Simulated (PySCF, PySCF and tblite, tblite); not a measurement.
# C6H7N: telling isomers apart by computed NMR

Can the signals of one isomer of C6H7N be assigned among several candidates?

Programs: PySCF 2.14.0 with density-fitted response routines of our own, and tblite 0.8.0. All values are computed, except where a source is named. Atoms count from 0 throughout.

## (1) The molecule as given

14 atoms, charge 0, multiplicity 1; geometry from: MMFF94s geometry. This is the first candidate.

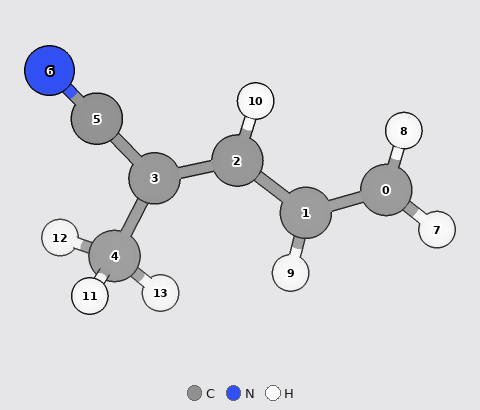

The starting geometry (carbon grey, nitrogen blue, hydrogen white), atoms numbered.

## (2) GFN2-xTB relaxation, isomer A, conformer 1

What the job is given:

```
{"job": {"xc": "GFN2-xTB", "basis": "xTB", "kind": "relax"}, "charge": 0, "multiplicity": 1}
C     -1.367300    -1.404600    -1.834100
C     -0.921300    -0.454800    -1.014200
C      0.196700    -0.658100    -0.131300
C      0.715500     0.239400     0.730300
C      0.255200     1.645400     0.968100
C      1.813300    -0.162000     1.525200
N      2.706500    -0.476700     2.173500
H     -2.205600    -1.243200    -2.489100
H     -0.905500    -2.377600    -1.873600
H     -1.412100     0.508200    -0.997000
H      0.654100    -1.639500    -0.177300
H     -0.268900     1.700400     1.955600
H      1.142300     2.324200     1.010300
H     -0.434200     1.983300     0.164600
```

Started as:

```console
> OMP_NUM_THREADS=1 python ens_run.py task.json out
```

One launch serves the whole session.

Log:

```text
step      E/eV     max force
  0    -523.61816    0.871
  1    -523.64423    0.450
  2    -523.65375    0.275
  3    -523.65486    0.151
  4    -523.65548    0.068
  5    -523.65554    0.093
  6    -523.65558    0.066
  7    -523.65564    0.020
  8    -523.65566    0.018
  9    -523.65568    0.016
 10    -523.65569    0.010
 11    -523.65569    0.007
 12    -523.65570    0.009
 13    -523.65571    0.009
 14    -523.65572    0.009
 15    -523.65573    0.011
 16    -523.65574    0.010
 17    -523.65575    0.009
 18    -523.65576    0.008
 19    -523.65577    0.010
 20    -523.65577    0.009
 21    -523.65578    0.007
 22    -523.65578    0.005
 23    -523.65578    0.004
```

It took 0.11 s on 1 thread of Arm Neoverse V1, shared host.

The energy fell by 0.038 eV, and the atoms moved 0.01 Å (root mean square).

## (3) Shieldings, isomer A, conformer 1: PBE0/pcSseg-1

What the job is given:

```
{"job": {"xc": "PBE0", "basis": "pcSseg-1", "kind": "nmr", "pop": true}, "charge": 0, "multiplicity": 1}
C     -1.367841    -1.400801    -1.832123
C     -0.919093    -0.453184    -1.011196
C      0.199370    -0.659992    -0.129942
C      0.718150     0.237588     0.731544
C      0.252991     1.642992     0.965444
C      1.815913    -0.162570     1.526038
N      2.709049    -0.477069     2.174588
H     -2.206406    -1.237605    -2.486407
H     -0.907627    -2.374415    -1.873384
H     -1.406911     0.511209    -0.991415
H      0.655937    -1.641577    -0.176636
H     -0.264818     1.705894     1.923633
H      1.109220     2.315376     1.008871
H     -0.419322     1.978488     0.181918
```

Log:

```text
coarse grid: 11920 points
cycle   1  E = -287.0712435590  dE =  9.325e-01  |g| = 4.559e-01  |ddm| = 3.546e+00
cycle   2  E = -286.9558579641  dE =  1.154e-01  |g| = 8.708e-01  |ddm| = 1.191e+00
cycle   3  E = -287.1194276080  dE = -1.636e-01  |g| = 1.493e-01  |ddm| = 8.102e-01
cycle   4  E = -287.1246555738  dE = -5.228e-03  |g| = 3.420e-02  |ddm| = 1.390e-01
cycle   5  E = -287.1249079700  dE = -2.524e-04  |g| = 1.269e-02  |ddm| = 4.609e-02
cycle   6  E = -287.1249476290  dE = -3.966e-05  |g| = 3.760e-03  |ddm| = 1.478e-02
cycle   7  E = -287.1249509431  dE = -3.314e-06  |g| = 9.762e-04  |ddm| = 3.534e-03
final grid: 115848 points
cycle   8  E = -287.1667394978  dE = -3.088e-05  |g| = 6.864e-03  |ddm| = 3.444e-02
cycle   9  E = -287.1667394882  dE =  9.604e-09  |g| = 7.011e-03  |ddm| = 1.196e-02
cycle  10  E = -287.1667514609  dE = -1.197e-05  |g| = 1.079e-03  |ddm| = 5.797e-03
cycle  11  E = -287.1667517026  dE = -2.417e-07  |g| = 3.844e-04  |ddm| = 1.014e-03
cycle  12  E = -287.1667517340  dE = -3.140e-08  |g| = 1.308e-04  |ddm| = 4.213e-04
cycle  13  E = -287.1667517369  dE = -2.874e-09  |g| = 5.920e-05  |ddm| = 1.350e-04
cycle  14  E = -287.1667517378  dE = -9.403e-10  |g| = 7.672e-06  |ddm| = 6.125e-05
converged SCF energy = -287.1667517378

GIAO shielding tensors (ppm)
atom      isotropic    diamagn.    paramagn.     s11        s22        s33       span
  0 C       54.081     253.046    -198.964    -54.550     55.526    161.268    215.819
  1 C       48.174     255.675    -207.501    -70.303     46.466    168.358    238.661
  2 C       34.673     253.463    -218.790    -76.301     40.775    139.546    215.847
  3 C       70.834     258.694    -187.861    -29.507     86.209    155.799    185.306
  4 C      168.777     245.280     -76.503    151.340    169.685    185.306     33.967
  5 C       60.759     259.492    -198.733    -61.761    -49.314    293.351    355.111
  6 N      -47.960     341.189    -389.150   -189.209   -183.335    228.663    417.872
  7 H       25.873      28.740      -2.867     23.318     25.137     29.164      5.846
  8 H       25.842      30.680      -4.838     22.609     25.310     29.608      6.999
  9 H       24.737      32.707      -7.970     21.684     22.655     29.871      8.186
 10 H       24.800      33.199      -8.399     21.469     23.226     29.704      8.235
 11 H       29.738      27.640       2.098     25.869     27.362     35.982     10.113
 12 H       29.764      27.425       2.339     25.548     28.331     35.415      9.867
 13 H       29.425      30.287      -0.862     24.500     29.184     34.591     10.091
```

Run time: 22 s. Hardware: 1 thread of Arm Neoverse V1, shared host.

This run: HOMO -7.17 eV, LUMO -1.97 eV; dipole 4.48 D.

The fields below are evaluated on a grid from the run's orbitals.

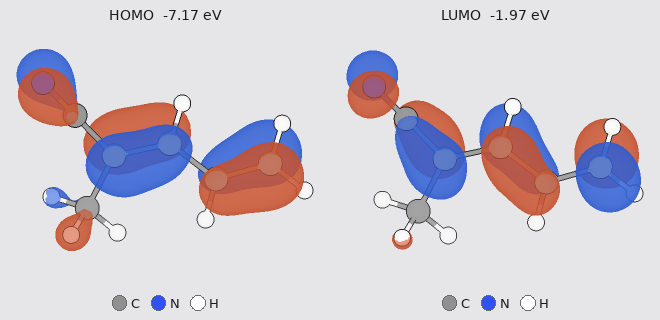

Frontier orbitals at PBE0/pcSseg-1; each surface holds 70 % of the orbital's density, blue and red mark the sign.

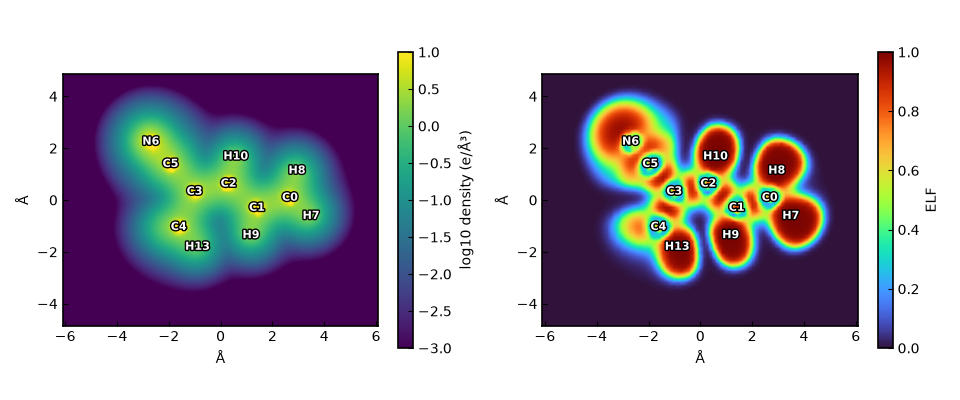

Density (left) and ELF (right) in a plane through or near 12 of the atoms.

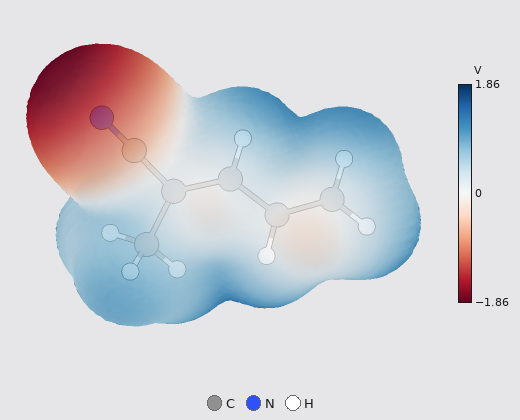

Electrostatic potential on the surface of density 0.002 e/bohr³; red is low, blue high. It runs, from the 1st to the 99th percentile, from -1.86 V near N6 to 1.31 V near H9.

## (4) Couplings, isomer A, conformer 1: B3LYP/6-31G*+pcJ-1

Changed since step 3:

```diff
@@ -1,2 +1,2 @@
-{"job": {"xc": "PBE0", "basis": "pcSseg-1", "kind": "nmr", "pop": true}, "charge": 0, "multiplicity": 1}
+{"job": {"xc": "B3LYP", "basis": {"default": "6-31G*", "H": "pcJ-1"}, "nuclei": ["H", "F", "P", "Si", "B"], "kind": "j"}, "charge": 0, "multiplicity": 1}
 C     -1.367841    -1.400801    -1.832123
```

Log:

```text
coarse grid: 11920 points
cycle   1  E = -287.5448621503  dE =  9.015e-01  |g| = 5.095e-01  |ddm| = 3.647e+00
cycle   2  E = -287.3960035505  dE =  1.489e-01  |g| = 9.664e-01  |ddm| = 1.458e+00
cycle   3  E = -287.6019521772  dE = -2.059e-01  |g| = 2.096e-01  |ddm| = 1.032e+00
cycle   4  E = -287.6127043650  dE = -1.075e-02  |g| = 3.771e-02  |ddm| = 2.075e-01
cycle   5  E = -287.6130025034  dE = -2.981e-04  |g| = 1.615e-02  |ddm| = 5.714e-02
cycle   6  E = -287.6130682197  dE = -6.572e-05  |g| = 5.395e-03  |ddm| = 2.051e-02
cycle   7  E = -287.6130755811  dE = -7.361e-06  |g| = 8.793e-04  |ddm| = 5.086e-03
final grid: 115848 points
cycle   8  E = -287.5589383523  dE = -3.266e-05  |g| = 5.881e-03  |ddm| = 2.591e-02
cycle   9  E = -287.5589365799  dE =  1.772e-06  |g| = 6.482e-03  |ddm| = 1.122e-02
cycle  10  E = -287.5589472564  dE = -1.068e-05  |g| = 1.591e-03  |ddm| = 6.283e-03
cycle  11  E = -287.5589478127  dE = -5.563e-07  |g| = 4.422e-04  |ddm| = 1.622e-03
cycle  12  E = -287.5589478524  dE = -3.979e-08  |g| = 1.351e-04  |ddm| = 4.340e-04
cycle  13  E = -287.5589478557  dE = -3.263e-09  |g| = 7.286e-05  |ddm| = 1.833e-04
cycle  14  E = -287.5589478572  dE = -1.505e-09  |g| = 7.781e-06  |ddm| = 8.443e-05
cycle  15  E = -287.5589478572  dE = -1.148e-11  |g| = 4.181e-06  |ddm| = 1.225e-05
converged SCF energy = -287.5589478572

Indirect spin-spin couplings (Hz)
  i      j    bonds     total        FC       PSO       DSO        SD
  7 H    8 H    2     -0.524     0.239     2.877    -3.640         -
  7 H    9 H    3     11.463    11.938     0.173    -0.648         -
  7 H   10 H    4     -1.630    -0.982     1.065    -1.713         -
  7 H   11 H    6     -2.437    -2.201     0.489    -0.725         -
  7 H   12 H    6     -1.508    -1.230     0.589    -0.868         -
  7 H   13 H    6     -0.166    -0.069     0.175    -0.272         -
  8 H    9 H    3     16.208    17.803     1.718    -3.313         -
  8 H   10 H    4     -0.621    -1.130    -1.043     1.552         -
  8 H   11 H    6     -2.395    -2.097     0.581    -0.879         -
  8 H   12 H    6     -1.426    -1.111     0.637    -0.952         -
  8 H   13 H    6     -0.337    -0.039     0.555    -0.852         -
  9 H   10 H    3     11.110    12.219     1.834    -2.943         -
  9 H   11 H    5      1.017     0.986     0.057    -0.026         -
  9 H   12 H    5      0.408     0.562     0.511    -0.665         -
  9 H   13 H    5      0.530    -0.490    -2.222     3.241         -
 10 H   11 H    4     -4.365    -3.825     1.075    -1.615         -
 10 H   12 H    4     -2.357    -1.810     1.131    -1.678         -
 10 H   13 H    4     -1.349    -0.699     1.094    -1.743         -
 11 H   12 H    2    -20.352   -19.983     2.165    -2.535         -
 11 H   13 H    2    -15.217   -14.767     2.139    -2.589         -
 12 H   13 H    2    -13.858   -13.371     2.119    -2.606         -
```

It took 18 s on 1 thread of Arm Neoverse V1, shared host.

This run: HOMO -6.66 eV, LUMO -1.80 eV; dipole 4.33 D.

## (5) Averages, isomer A: properties at PBE0/pcSseg-1

What the job is given:

```
{"job": {"study": "conf", "smiles": "C=C/C=C(\\C)C#N", "search": {"seed": 5704, "n_embed": 60, "ff_keep": 14, "window": 2.5, "nmax": 6, "temps": [250, 298.15, 350], "t_ref": 298.15, "order": 0.002}, "level": {"nmr": {"xc": "PBE0", "basis": "pcSseg-1"}, "j": {"xc": "B3LYP", "basis": {"default": "6-31G*", "H": "pcJ-1"}, "nuclei": ["H", "F", "P", "Si", "B"]}}, "kind": "conf"}, "charge": 0, "multiplicity": 1}
C     -1.367841    -1.400801    -1.832123
C     -0.919093    -0.453184    -1.011196
C      0.199370    -0.659992    -0.129942
C      0.718150     0.237588     0.731544
C      0.252991     1.642992     0.965444
C      1.815913    -0.162570     1.526038
N      2.709049    -0.477069     2.174588
H     -2.206406    -1.237605    -2.486407
H     -0.907627    -2.374415    -1.873384
H     -1.406911     0.511209    -0.991415
H      0.655937    -1.641577    -0.176636
H     -0.264818     1.705894     1.923633
H      1.109220     2.315376     1.008871
H     -0.419322     1.978488     0.181918
```

Log:

```text
conformer  sym    E(xTB)   E(DFT)   G(298.15 K)  weight  dipole/D
    1     C1      0.000    0.000    0.000   1.0000    4.484

mean shielding (ppm) by class
class atoms           250 K   298.15 K      350 K
  0 C  0             54.081     54.081     54.081
  1 C  1             48.174     48.174     48.174
  2 C  2             34.673     34.673     34.673
  3 C  3             70.834     70.834     70.834
  4 C  4            168.777    168.777    168.777
  5 C  5             60.759     60.759     60.759
  6 N  6             -47.96     -47.96     -47.96
  7 H  7             25.873     25.873     25.873
  8 H  8             25.842     25.842     25.842
  9 H  9             24.737     24.737     24.737
 10 H  10              24.8       24.8       24.8
 11 H  11,12,13      29.642     29.642     29.642
```

Run time: 41 s. Hardware: 1 thread of Arm Neoverse V1, shared host. This counts the runs that the step sums up.

The search (ETKDG, MMFF94s, GFN2-xTB) embedded 60 structures, kept 1 distinct ones after the force field and 1 after xTB; 1 was carried on (window 2.5 kcal/mol at the search's own energies). Energies: PBE0/pcSseg-1 with D3(BJ).

The conformers at 298 K:

```csv
no.,group,mirror pair,ΔE xTB,ΔE DFT,ΔG,weight (%),μ (D),C0–C1–C2–C3 (°),"A, B, C (GHz)"
1,C1,yes,0.00,0.00,0.00,100.0,4.48,-180,"5.95, 1.46, 1.18"
```

Energies in kcal/mol. ΔG holds xTB vibrations and rotation, symmetry numbers and mirror pairs.

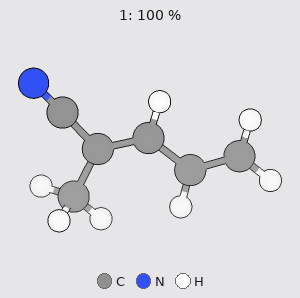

The one conformer.

Shifts against references run at the same level (¹³C TMS 186.9, ¹⁵N NH3 267.7, ¹H TMS 31.72 ppm of shielding), by class of atoms, at 298 K:

```csv
atoms,environment,average
C2,alkene CH,152.3
C1,alkene CH,138.8
C0,terminal =CH2 carbon,132.8
C5,nitrile carbon,126.2
C3,fully substituted alkene carbon,116.1
C4,allylic methyl carbon,18.1
H9,hydrogen on an alkene CH,6.98
H10,hydrogen on an alkene CH,6.92
H8,hydrogen on a terminal =CH2 carbon,5.88
H7,hydrogen on a terminal =CH2 carbon,5.84
"H11, H12, H13",hydrogen on an allylic methyl carbon,2.07
N6,nitrile nitrogen,315.7
```

Couplings (Hz, B3LYP/6-31G*+pcJ-1; one pair named for each class), from conformers that hold 100 % of the weight:

```csv
pair,bonds,average
H11–H12,2,-16.5
H7–H8,2,-0.5
H8–H9,3,16.2
H7–H9,3,11.5
H9–H10,3,11.1
H10–H11,4,-2.7
H7–H10,4,-1.6
H8–H10,4,-0.6
```

Effective distances for nuclear Overhauser effects, ⟨r⁻⁶⟩^(−1/6) over all pairs of two classes (Å): H7···H8 1.83; H8···H10 2.42; H7···H9 2.44; H9···H11 2.51; H8···H9 3.06; H9···H10 3.09; H7···H10 3.70; H10···H11 3.98.

## (6) GFN2-xTB relaxation, isomer B, conformer 1

What the job is given:

```
{"job": {"xc": "GFN2-xTB", "basis": "xTB", "kind": "relax"}, "charge": 0, "multiplicity": 1}
C     -2.652100    -0.717100    -0.021200
C     -1.601700     0.102200    -0.047200
C     -0.225900    -0.397200     0.015300
C      0.886900     0.360300    -0.009400
C      2.243900    -0.294100     0.063000
C      0.846500     1.779700    -0.070700
N      0.833400     2.942200    -0.126100
H     -3.659100    -0.298200    -0.054800
H     -2.565100    -1.797800     0.032900
H     -1.772100     1.170600    -0.086400
H     -0.137300    -1.479600     0.062800
H      2.180900    -1.388000     0.107000
H      2.823200    -0.032000    -0.824700
H      2.797900     0.048500     0.937400
```

Log:

```text
step      E/eV     max force
  0    -523.63818    2.001
  1    -523.59152    5.443
  2    -523.67774    0.474
  3    -523.68600    0.377
  4    -523.69510    0.217
  5    -523.69801    0.163
  6    -523.70021    0.158
  7    -523.70259    0.139
  8    -523.70397    0.107
  9    -523.70506    0.098
 10    -523.70615    0.095
 11    -523.70710    0.089
 12    -523.70779    0.073
 13    -523.70831    0.065
 14    -523.70871    0.052
 15    -523.70905    0.048
 16    -523.70938    0.053
 17    -523.70970    0.064
 18    -523.71001    0.060
 19    -523.71032    0.054
 20    -523.71070    0.052
 21    -523.71112    0.061
 22    -523.71149    0.049
 23    -523.71174    0.040
 24    -523.71196    0.042
 25    -523.71221    0.043
 26    -523.71245    0.035
 27    -523.71245    0.035
 28    -523.71254    0.024
 29    -523.71262    0.065
 30    -523.71261    0.104
 31    -523.71268    0.023
 32    -523.71272    0.024
 33    -523.71280    0.066
 34    -523.71286    0.052
 35    -523.71291    0.017
 36    -523.71294    0.021
 37    -523.71296    0.031
 38    -523.71298    0.019
 39    -523.71299    0.011
 40    -523.71300    0.022
 41    -523.71301    0.026
 42    -523.71302    0.017
 43    -523.71303    0.008
 44    -523.71305    0.017
 45    -523.71306    0.027
 46    -523.71308    0.021
 47    -523.71309    0.007
 48    -523.71309    0.008
 49    -523.71310    0.017
 50    -523.71310    0.018
 51    -523.71311    0.010
 52    -523.71311    0.008
 53    -523.71312    0.015
 54    -523.71312    0.017
 55    -523.71312    0.010
 56    -523.71312    0.003
```

It took 0.27 s on 1 thread of Arm Neoverse V1, shared host.

The energy fell by 0.075 eV, and the atoms moved 0.06 Å (root mean square).

## (7) Shieldings, isomer B, conformer 1: PBE0/pcSseg-1

What the job is given:

```
{"job": {"xc": "PBE0", "basis": "pcSseg-1", "kind": "nmr", "pop": false}, "charge": 0, "multiplicity": 1}
C     -2.668587    -0.675238    -0.022354
C     -1.580524     0.091574    -0.037156
C     -0.244494    -0.443109     0.014488
C      0.877105     0.301936     0.001457
C      2.261557    -0.268688     0.055911
C      0.808990     1.710677    -0.066913
N      0.781894     2.856905    -0.121677
H     -3.659242    -0.257669    -0.061645
H     -2.600660    -1.750013     0.029959
H     -1.667573     1.169098    -0.089797
H     -0.153831    -1.520897     0.067440
H      2.224653    -1.354174     0.106088
H      2.827570     0.028390    -0.827287
H      2.792462     0.110737     0.929321
```

Log:

```text
coarse grid: 11920 points
cycle   1  E = -287.0743924339  dE =  9.305e-01  |g| = 4.553e-01  |ddm| = 3.547e+00
cycle   2  E = -286.9597953530  dE =  1.146e-01  |g| = 8.674e-01  |ddm| = 1.198e+00
cycle   3  E = -287.1220362158  dE = -1.622e-01  |g| = 1.549e-01  |ddm| = 8.205e-01
cycle   4  E = -287.1277201223  dE = -5.684e-03  |g| = 3.323e-02  |ddm| = 1.477e-01
cycle   5  E = -287.1279553477  dE = -2.352e-04  |g| = 1.275e-02  |ddm| = 4.310e-02
cycle   6  E = -287.1279951841  dE = -3.984e-05  |g| = 3.583e-03  |ddm| = 1.360e-02
cycle   7  E = -287.1279981758  dE = -2.992e-06  |g| = 8.776e-04  |ddm| = 3.255e-03
final grid: 115848 points
cycle   8  E = -287.1685760553  dE = -3.704e-05  |g| = 6.985e-03  |ddm| = 4.397e-02
cycle   9  E = -287.1685769303  dE = -8.750e-07  |g| = 6.862e-03  |ddm| = 1.261e-02
cycle  10  E = -287.1685886149  dE = -1.168e-05  |g| = 9.797e-04  |ddm| = 5.880e-03
cycle  11  E = -287.1685888188  dE = -2.039e-07  |g| = 3.377e-04  |ddm| = 9.254e-04
cycle  12  E = -287.1685888421  dE = -2.326e-08  |g| = 1.376e-04  |ddm| = 3.903e-04
cycle  13  E = -287.1685888454  dE = -3.352e-09  |g| = 5.961e-05  |ddm| = 1.439e-04
cycle  14  E = -287.1685888464  dE = -9.386e-10  |g| = 8.937e-06  |ddm| = 6.235e-05
converged SCF energy = -287.1685888464

GIAO shielding tensors (ppm)
atom      isotropic    diamagn.    paramagn.     s11        s22        s33       span
  0 C       55.764     253.425    -197.660    -53.465     59.354    161.404    214.870
  1 C       43.895     255.557    -211.662    -70.462     43.230    158.916    229.377
  2 C       33.116     254.200    -221.085    -80.402     45.581    134.169    214.570
  3 C       70.274     260.651    -190.377    -24.806     83.794    151.834    176.639
  4 C      162.340     243.693     -81.353    149.504    150.050    187.466     37.963
  5 C       64.393     260.470    -196.077    -54.407    -47.790    295.375    349.782
  6 N      -60.278     341.931    -402.208   -206.384   -184.484    210.036    416.420
  7 H       25.908      28.634      -2.725     23.401     25.104     29.220      5.819
  8 H       25.919      31.043      -5.124     22.652     25.372     29.733      7.082
  9 H       24.461      32.561      -8.100     21.192     22.616     29.575      8.384
 10 H       24.931      34.311      -9.380     21.340     23.942     29.511      8.171
 11 H       29.889      29.355       0.534     25.828     28.659     35.181      9.353
 12 H       29.484      27.015       2.470     25.669     27.717     35.067      9.398
 13 H       29.484      27.018       2.466     25.669     27.715     35.067      9.398
```

Wall time 14 s (1 thread of Arm Neoverse V1, shared host).

In short: HOMO -7.14 eV, LUMO -1.88 eV; dipole 4.03 D.

## (8) Couplings, isomer B, conformer 1: B3LYP/6-31G*+pcJ-1

Changed since step 7:

```diff
@@ -1,2 +1,2 @@
-{"job": {"xc": "PBE0", "basis": "pcSseg-1", "kind": "nmr", "pop": false}, "charge": 0, "multiplicity": 1}
+{"job": {"xc": "B3LYP", "basis": {"default": "6-31G*", "H": "pcJ-1"}, "nuclei": ["H", "F", "P", "Si", "B"], "kind": "j"}, "charge": 0, "multiplicity": 1}
 C     -2.668587    -0.675238    -0.022354
```

Log:

```text
coarse grid: 11920 points
cycle   1  E = -287.5482219033  dE =  8.996e-01  |g| = 5.094e-01  |ddm| = 3.659e+00
cycle   2  E = -287.3994909071  dE =  1.487e-01  |g| = 9.651e-01  |ddm| = 1.501e+00
cycle   3  E = -287.6046428722  dE = -2.052e-01  |g| = 2.164e-01  |ddm| = 1.070e+00
cycle   4  E = -287.6161825155  dE = -1.154e-02  |g| = 3.609e-02  |ddm| = 2.151e-01
cycle   5  E = -287.6164473489  dE = -2.648e-04  |g| = 1.640e-02  |ddm| = 5.314e-02
cycle   6  E = -287.6165152621  dE = -6.791e-05  |g| = 5.009e-03  |ddm| = 1.886e-02
cycle   7  E = -287.6165215119  dE = -6.250e-06  |g| = 8.210e-04  |ddm| = 4.656e-03
final grid: 115848 points
cycle   8  E = -287.5610256964  dE = -3.839e-05  |g| = 5.956e-03  |ddm| = 3.672e-02
cycle   9  E = -287.5610243891  dE =  1.307e-06  |g| = 6.386e-03  |ddm| = 1.152e-02
cycle  10  E = -287.5610348002  dE = -1.041e-05  |g| = 1.699e-03  |ddm| = 6.381e-03
cycle  11  E = -287.5610354642  dE = -6.640e-07  |g| = 4.051e-04  |ddm| = 1.729e-03
cycle  12  E = -287.5610354958  dE = -3.155e-08  |g| = 1.405e-04  |ddm| = 3.981e-04
cycle  13  E = -287.5610354995  dE = -3.706e-09  |g| = 7.094e-05  |ddm| = 1.912e-04
cycle  14  E = -287.5610355009  dE = -1.433e-09  |g| = 7.867e-06  |ddm| = 8.389e-05
cycle  15  E = -287.5610355009  dE = -1.262e-11  |g| = 3.377e-06  |ddm| = 1.047e-05
converged SCF energy = -287.5610355009

Indirect spin-spin couplings (Hz)
  i      j    bonds     total        FC       PSO       DSO        SD
  7 H    8 H    2     -0.447     0.309     2.878    -3.634         -
  7 H    9 H    3     11.520    11.972     0.185    -0.636         -
  7 H   10 H    4     -1.643    -0.992     1.067    -1.719         -
  7 H   11 H    6     -0.259     0.007     0.543    -0.809         -
  7 H   12 H    6     -2.328    -2.036     0.571    -0.864         -
  7 H   13 H    6     -2.331    -2.039     0.571    -0.863         -
  8 H    9 H    3     16.530    18.096     1.700    -3.267         -
  8 H   10 H    4     -0.578    -1.047    -0.974     1.443         -
  8 H   12 H    6     -2.175    -1.954     0.450    -0.670         -
  8 H   13 H    6     -2.177    -1.957     0.450    -0.670         -
  9 H   10 H    3     10.487    11.597     1.816    -2.926         -
  9 H   11 H    5     -0.330     0.037     0.801    -1.168         -
  9 H   12 H    5      0.694     0.973     0.630    -0.908         -
  9 H   13 H    5      0.696     0.974     0.629    -0.908         -
 10 H   12 H    4     -3.174    -2.832     0.747    -1.089         -
 10 H   13 H    4     -3.178    -2.836     0.746    -1.088         -
 11 H   12 H    2    -13.995   -13.470     2.177    -2.702         -
 11 H   13 H    2    -14.001   -13.476     2.177    -2.701         -
 12 H   13 H    2    -20.992   -20.615     2.189    -2.567         -
```

Run time: 18 s. Hardware: 1 thread of Arm Neoverse V1, shared host.

This run: HOMO -6.63 eV, LUMO -1.72 eV; dipole 3.85 D.

(Part 1 of 2 ends here.)
